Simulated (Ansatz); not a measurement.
```xyz
6

B     0.1909   -0.2997    0.0967
H     0.1054   -0.3218    1.2866
O     1.4409   -0.3192   -0.4883
H     2.1245   -0.3561    0.1922
O    -0.8857   -0.2554   -0.7345
H    -1.7105   -0.2465   -0.2324
```

Not at a stationary point (largest force 0.9 eV/Å).

Computed with RKS r2SCAN-D4/6-31G* in Ansatz.

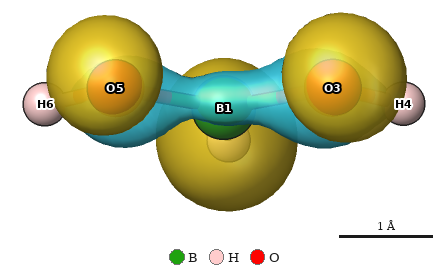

BH3O2. The HOMO−1 at ±0.2 Å⁻³ᐟ² (yellow and cyan are the two phases), seen from one side.

Question: What is the character of this orbital?

Answer: It lies mainly on O3 (about 30 %), O5 (about 30 %), H2 (about 20 %) and B1 (about 20 %); it is symmetric in the molecular plane (an in-plane orbital: σ, lone-pair or in-plane π type). Its energy is −7.64 eV.
